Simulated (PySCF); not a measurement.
**C₆H₇F (SMILES C=C/C=C/C(=C)F): density, localisation and related maps**

```yaml
atoms:
  - { symbol: C, position_ang: [2.9953, 0.2385, 0.8131] }
  - { symbol: C, position_ang: [1.8614, -0.3849, 0.5001] }
  - { symbol: C, position_ang: [0.5843, 0.2749, 0.4539] }
  - { symbol: C, position_ang: [-0.5644, -0.3462, 0.1403] }
  - { symbol: C, position_ang: [-1.8473, 0.3093, 0.0922] }
  - { symbol: C, position_ang: [-3.0151, -0.2531, -0.2094] }
  - { symbol: F, position_ang: [-1.8274, 1.6325, 0.3895] }
  - { symbol: H, position_ang: [3.0113, 1.2892, 1.0521] }
  - { symbol: H, position_ang: [3.9401, -0.2758, 0.8412] }
  - { symbol: H, position_ang: [1.8663, -1.4411, 0.2631] }
  - { symbol: H, position_ang: [0.5733, 1.3312, 0.6889] }
  - { symbol: H, position_ang: [-0.5786, -1.4004, -0.0979] }
  - { symbol: H, position_ang: [-3.0772, -1.2967, -0.4508] }
  - { symbol: H, position_ang: [-3.9228, 0.3222, -0.2184] }
```

Geometry: GFN2-xTB.

The calculation used B3LYP/def2-SVPD, SCF density, gas phase in PySCF 2.14.0.

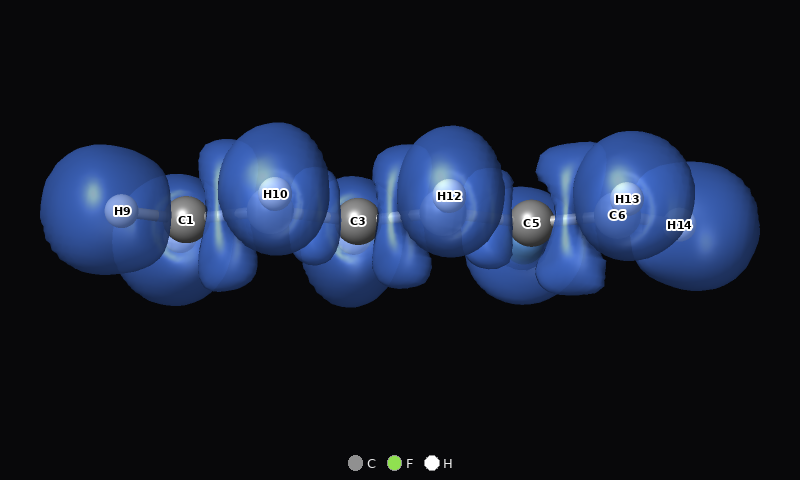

Figure 1. Isosurface of the ELF at 0.75 (blue), seen from one side. Core shells and regions of very low density are left out.

Describe the localisation domains.

Answer. The surface consists of five regions between bonded C–C atoms (shared pairs), seven regions around hydrogen nuclei and one region on F in which the atom's valence shell and bonds are merged. Profiles from the grid: C–C (1.33 Å): the ELF peaks at about 0.95 between the atoms (a short, multiple covalent bond). C–F (1.36 Å): the ELF peaks at about 0.85 between the atoms: a shared but strongly polarised pair.

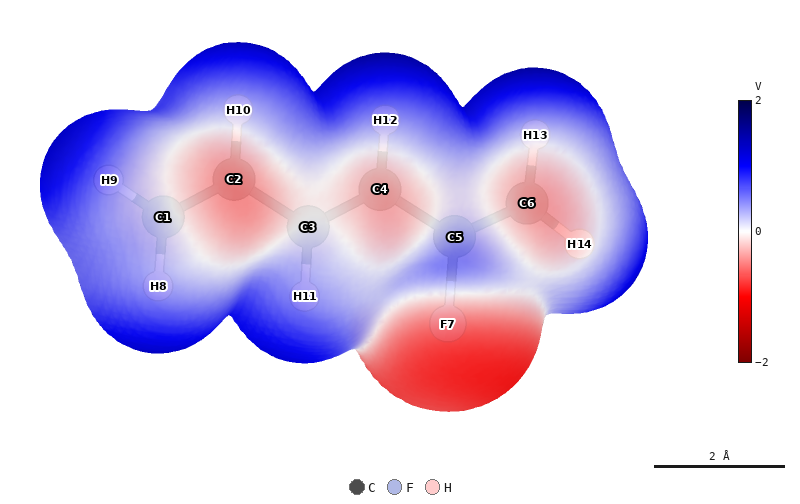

Figure 2. The electrostatic potential painted on the density surface at 0.004 e/bohr³, seen at a tilt; the colour scale runs from red (negative) to blue (positive).

Where is the surface potential most negative and most positive?

Answer. The most negative region (about −0.9 V) lies over F7, the most positive (about +1.5 V) over H12 and H13.

How polar is the molecule by this calculation?

Answer. Its dipole moment is 1.53 D.

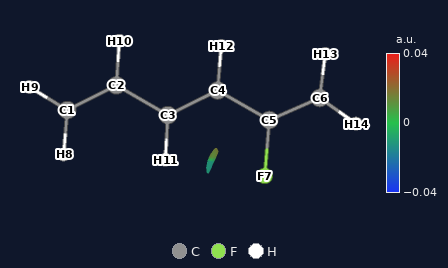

Figure 3. Non-covalent interaction (NCI) plot: the surface where the reduced density gradient is 0.5, for densities under 0.05 a.u., coloured by sign(λ₂)ρ; seen across its widest extent.

Which non-covalent interactions does the plot reveal?

Answer. Between F7 and C5 on one side and C3 and H11 on the other: a weak contact, attractive (blue-green) on one side and crowded (olive to red) on the other.
